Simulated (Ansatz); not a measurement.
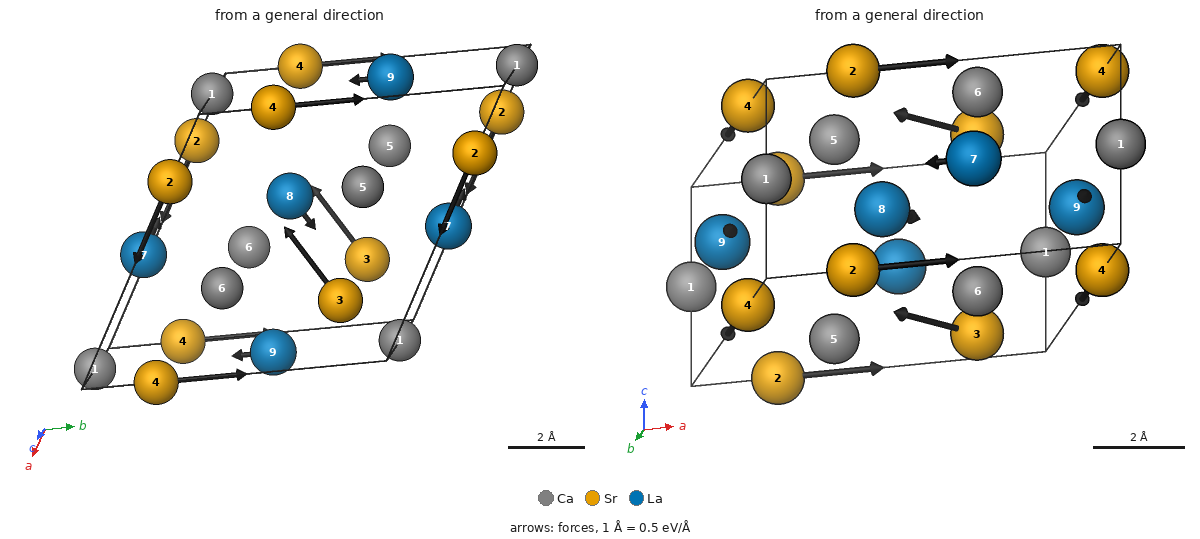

Structure drawing (spheres-only), viewed from two general directions. The frame is the simulation cell; atoms at its boundary are shown with their periodic copies. The arrows are the computed forces on the atoms.

System: SrCaLa. Theory: DFT, PAW plane waves, r2SCAN in Ansatz. Numerical settings: 500 eV cutoff, a 5×5×7 k-point mesh, Fermi-Dirac smearing of 0.1 eV, no spin polarisation.

**Is this an equilibrium geometry?**

No. The atoms still feel forces of up to about 0.96 eV/Å, far above a usual threshold of 0.01 to 0.03 eV/Å.

**Which atom is pushed hardest?**

All Sr atoms, about 0.96 eV/Å.

The geometry is that of a generated cell, made by putting these elements into a known structure type (the compound may or may not exist in this form), without relaxation. It was run through Ansatz as a DFT input.
